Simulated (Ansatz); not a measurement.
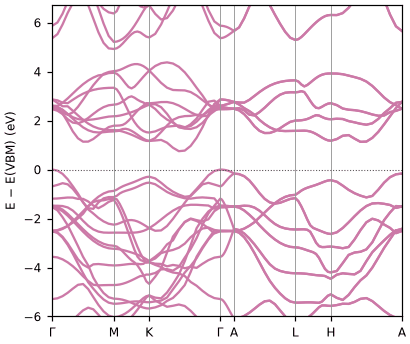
Figure: Band structure from the program Ansatz at the PBE+D3(BJ) level (PAW)

**Question.** Read off the gap and where the band edges lie.

**Answer.** About 0.7 eV (0.74 eV by a search for the band edges); maximum at Γ, minimum on the K–Γ line, 45 % of the way from K.

The material is MoSe₂ in space group P6_3/mmc (No. 194; Mo on 2d, Se on 4f).

The PBE+D3(BJ) relaxation kept the symmetry of its start; phonons on a q-mesh show no instability. No spin polarisation was allowed. Spin–orbit coupling is left out wherever it is not named.

Potentials: the later of the program's two PAW sets.
